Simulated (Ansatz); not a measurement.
Molecule (SMILES): O=[SiH] (O-SiH), doublet.
Atoms: Si1, O2, H3. Bonds: Si1-O2, Si1-H3.

Basis-set convergence of the optimised Si1-H3 bond length at PBE with Ansatz (a program for electronic structure). Cartesian d functions, on some or all atoms, in 6-31G*, 6-31G**; all else is spherical. The program fits the integrals of some runs and decomposes those of others, by size. Open shells are unrestricted. No added dispersion term, no relativity. Reference: the value in aug-pcseg-3, 1.5432 Å, itself unsure by roughly 0.0006 Å (its mean distance from aug-cc-pV(Q+d)Z, def2-QZVPPD, pcseg-3). Deviations are taken from unrounded values.

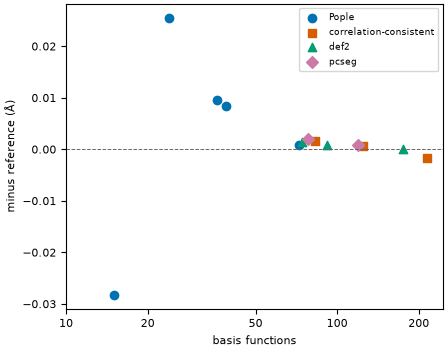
Figure: Deviation from the reference against the number of basis functions, by family of sets.

```json
[
 {"basis": "STO-3G", "functions": "15", "optimised Si1-H3 bond length (Å)": "1.5149", "minus reference (Å)": "-0.0283"},
 {"basis": "3-21G", "functions": "24", "optimised Si1-H3 bond length (Å)": "1.5688", "minus reference (Å)": "0.0256"},
 {"basis": "6-31G*", "functions": "36", "optimised Si1-H3 bond length (Å)": "1.5528", "minus reference (Å)": "0.0096"},
 {"basis": "6-31G**", "functions": "39", "optimised Si1-H3 bond length (Å)": "1.5516", "minus reference (Å)": "0.0084"},
 {"basis": "6-311++G(2d,2p)", "functions": "72", "optimised Si1-H3 bond length (Å)": "1.5439", "minus reference (Å)": "0.0007"},
 {"basis": "def2-TZVP", "functions": "74", "optimised Si1-H3 bond length (Å)": "1.5446", "minus reference (Å)": "0.0014"},
 {"basis": "pcseg-2", "functions": "78", "optimised Si1-H3 bond length (Å)": "1.5452", "minus reference (Å)": "0.0020"},
 {"basis": "cc-pV(T+d)Z", "functions": "83", "optimised Si1-H3 bond length (Å)": "1.5449", "minus reference (Å)": "0.0017"},
 {"basis": "def2-TZVPD", "functions": "92", "optimised Si1-H3 bond length (Å)": "1.5441", "minus reference (Å)": "0.0009"},
 {"basis": "aug-pcseg-2", "functions": "119", "optimised Si1-H3 bond length (Å)": "1.5440", "minus reference (Å)": "0.0008"},
 {"basis": "aug-cc-pV(T+d)Z", "functions": "124", "optimised Si1-H3 bond length (Å)": "1.5439", "minus reference (Å)": "0.0007"},
 {"basis": "def2-QZVPPD", "functions": "175", "optimised Si1-H3 bond length (Å)": "1.5432", "minus reference (Å)": "0.0000"},
 {"basis": "aug-cc-pV(Q+d)Z", "functions": "215", "optimised Si1-H3 bond length (Å)": "1.5416", "minus reference (Å)": "-0.0016"}
]
```
